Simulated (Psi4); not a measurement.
**BSiN2H5 (SMILES N[SiH]1BN1) at MP2/def2-QZVPP (density fitting, density fitting for correlation, sweep point 12)**

What is the vertical singlet–triplet gap of BSiN2H5 at MP2/def2-QZVPP (density fitting, density fitting for correlation, sweep point 12)? 

The calculation is run with Psi4 1.11.

### Step 1. Starting point

BSiN2H5: 9 atoms, total charge 0, spin state singlet. SMILES: `N[SiH]1BN1`. The shape is that of a PBE0-D4/def2-TZVP optimisation. This is one conformer, not always the lowest.

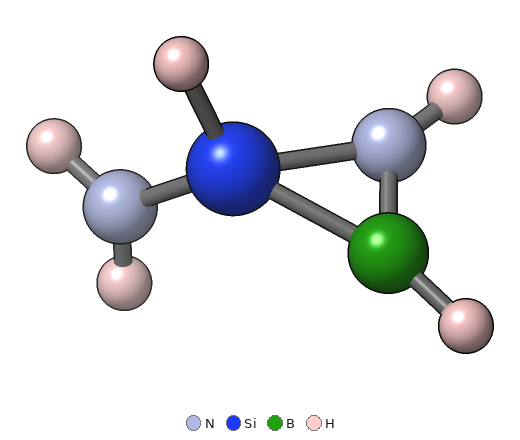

The structure, seen from a chosen angle (nitrogen light blue, silicon blue, boron green, hydrogen pink).

### Step 2. The energy at MP2/def2-QZVPP (density fitting, density fitting for correlation, sweep point 12)

The input, job.dat:

```
memory 1600 mb

molecule geom {
  0 1
  N     -0.637800     1.588100     0.218200
  Si     0.258900     0.175500     0.530500
  B     -0.233900    -1.625800     0.110200
  N      0.650500    -0.971600    -0.738400
  H     -0.221300     2.503300     0.212900
  H     -1.561800     1.577300    -0.177300
  H      1.441200     0.620900     1.305200
  H     -0.741300    -2.702400     0.114400
  H      1.134000    -1.211600    -1.592900
  symmetry c1
}

set basis def2-QZVPP
set puream true
set scf_type df
set num_frozen_docc 8

e_tot, wfn = energy('mp2', return_wfn=True)
```

Launch:

```
$ psi4 -i job.dat -o job.out -n 1
```

job.out, shortened:

```text
[...]
  Running in c1 symmetry.
[...]
  Nuclear repulsion =  149.962674332369971
[...]
  Multiplicity = 1
[...]
  Nalpha       = 19
  Nbeta        = 19
[...]
    Number of basis functions: 391
[...]
   @DF-RHF iter   1:  -425.34961583683764   -6.50529e-01   1.69427e-03 DIIS/ADIIS
[...]
   @DF-RHF iter  11:  -425.54272032834757   -1.57627e-10   6.23909e-09 DIIS
[...]
    Orbital Energies [Eh]
    ---------------------
    Doubly Occupied:
       1A    -68.776051     2A    -15.541427     3A    -15.536963
       4A     -7.590391     5A     -6.119022     6A     -4.226838
       7A     -4.225876     8A     -4.225741     9A     -1.155427
      10A     -1.131156    11A     -0.760570    12A     -0.675323
      13A     -0.658251    14A     -0.598344    15A     -0.532036
      16A     -0.487903    17A     -0.429675    18A     -0.419065
      19A     -0.342713
[...]
  @DF-RHF Final Energy:  -425.54272032834757
   => Energetics <=
    Nuclear Repulsion Energy =            149.9626743323699714
    One-Electron Energy =                -884.1452406558344137
    Two-Electron Energy =                 308.6398459951169002
    Total Energy =                       -425.5427203283475706
[...]
 Multipole Moments:
 ------------------------------------------------------------------------------------
     Multipole            Electronic (a.u.)      Nuclear  (a.u.)        Total (a.u.)
 ------------------------------------------------------------------------------------
 L = 1.  Multiply by 2.5417464519 to convert [e a0] to [Debye]
 Dipole X            :          0.0127556            0.0213621            0.0341177
 Dipole Y            :         -1.9756144            2.4761916            0.5005772
 Dipole Z            :          0.1664783           -0.6704448           -0.5039664
 Magnitude           :                                                    0.7111425
[...]
```

It took 20 s on 1 thread of Intel Xeon Platinum 8488C (Sapphire Rapids), shared host; peak memory 1.3 GiB.

### Step 3. The triplet

The input, calc.in:

```
memory 1600 MB

molecule molecule1 {
  0 3
  N     -0.637800     1.588100     0.218200
  Si     0.258900     0.175500     0.530500
  B     -0.233900    -1.625800     0.110200
  N      0.650500    -0.971600    -0.738400
  H     -0.221300     2.503300     0.212900
  H     -1.561800     1.577300    -0.177300
  H      1.441200     0.620900     1.305200
  H     -0.741300    -2.702400     0.114400
  H      1.134000    -1.211600    -1.592900
  symmetry c1
}

set basis def2-QZVPP
set reference uhf
set puream true
set scf_type df
set num_frozen_docc 8
set maxiter 100

result, w = energy("mp2", return_wfn=True)
```

Launch:

```
$ psi4 calc.in calc.out -n 1
```

calc.out, shortened:

```text
[...]
  Running in c1 symmetry.
[...]
  Nuclear repulsion =  149.962674332369971
[...]
  Multiplicity = 3
[...]
  Nalpha       = 20
  Nbeta        = 18
[...]
    Number of basis functions: 391
[...]
   @DF-UHF iter   1:  -425.17671258524229   -4.77625e-01   1.73336e-03 DIIS/ADIIS
[...]
   @DF-UHF iter  18:  -425.40069696007782   -7.28733e-11   5.36548e-09 DIIS
[...]
   @S^2 Observed:                2.014115911E+00
[...]
    Orbital Energies [Eh]
    ---------------------
    Alpha Occupied:
       1A    -68.839973     2A    -15.563313     3A    -15.530220
       4A     -7.597428     5A     -6.179348     6A     -4.292365
       7A     -4.284773     8A     -4.284427     9A     -1.178142
      10A     -1.153598    11A     -0.800595    12A     -0.698814
      13A     -0.682002    14A     -0.612126    15A     -0.565477
      16A     -0.507626    17A     -0.467330    18A     -0.462127
      19A     -0.417429    20A     -0.188661
    Alpha Virtual:
      21A      0.088008    22A      0.093650    23A      0.101583
      24A      0.125934    25A      0.128874    26A      0.143632
[...]
  @DF-UHF Final Energy:  -425.40069696007782
   => Energetics <=
    Nuclear Repulsion Energy =            149.9626743323699714
    One-Electron Energy =                -883.1158078441916359
    Two-Electron Energy =                 307.7524365517438696
    Total Energy =                       -425.4006969600778234
  UHF NO Occupations:
  HONO-2 :   18  A 1.9967843
  HONO-1 :   19  A 1.0000000
  HONO-0 :   20  A 1.0000000
  LUNO+0 :   21  A 0.0032157
  LUNO+1 :   22  A 0.0020054
[...]
 Multipole Moments:
 ------------------------------------------------------------------------------------
     Multipole            Electronic (a.u.)      Nuclear  (a.u.)        Total (a.u.)
 ------------------------------------------------------------------------------------
 L = 1.  Multiply by 2.5417464519 to convert [e a0] to [Debye]
 Dipole X            :          0.0699640            0.0213621            0.0913261
 Dipole Y            :         -1.2853256            2.4761916            1.1908659
 Dipole Z            :          0.3987764           -0.6704448           -0.2716684
 Magnitude           :                                                    1.2248697
[...]
```

Run time: 29 s. Hardware: 1 thread of Intel Xeon Platinum 8488C (Sapphire Rapids), shared host; peak memory 1.3 GiB.

### Step 4. Results

Level: MP2/def2-QZVPP (density fitting, density fitting for correlation, sweep point 12), 8 core orbitals frozen.

| quantity | value |
| --- | --- |
| singlet: total energy | -426.22568 Eh |
| singlet: HOMO energy (Hartree–Fock orbitals) | -9.33 eV |
| singlet: LUMO energy (Hartree–Fock orbitals) | 2.42 eV |
| singlet: HOMO–LUMO gap (Hartree–Fock orbitals) | 11.75 eV |
| singlet: correlation energy (8 core orbitals frozen) | -683.0 mEh |
| triplet: total energy | -426.06435 Eh |
| triplet: HOMO energy (Hartree–Fock orbitals) (highest over α and β) | -5.13 eV |
| triplet: LUMO energy (Hartree–Fock orbitals) (lowest over α and β) | -0.09 eV |
| triplet: correlation energy (8 core orbitals frozen) | -663.7 mEh |
| triplet: ⟨S²⟩ of the reference determinant | 2.014 |
| vertical energy of the triplet above the singlet | 4.390 eV |

**Reading.** At this shape the triplet lies 4.39 eV (101 kcal/mol) above the singlet.
